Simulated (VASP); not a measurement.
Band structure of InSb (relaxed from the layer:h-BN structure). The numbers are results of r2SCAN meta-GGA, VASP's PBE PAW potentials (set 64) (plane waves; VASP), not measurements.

The cell holds a wide vacuum, so values per volume refer to the whole cell.  Unless said otherwise, spin-orbit coupling is left out, though it shifts the bands of the heavy elements here.

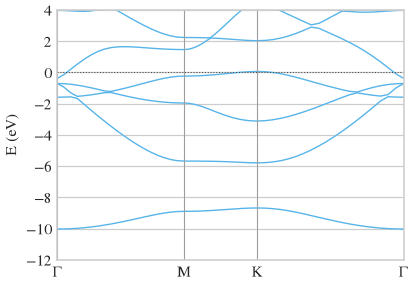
Bands along high-symmetry lines, zero at the valence-band maximum or, without a gap, the Fermi level

Read the plot: is there a gap, and where are the band edges?

It has no gap at this level: it comes out as a metal or semimetal.

The cell is a sheet with vacuum, built from a generated structure.
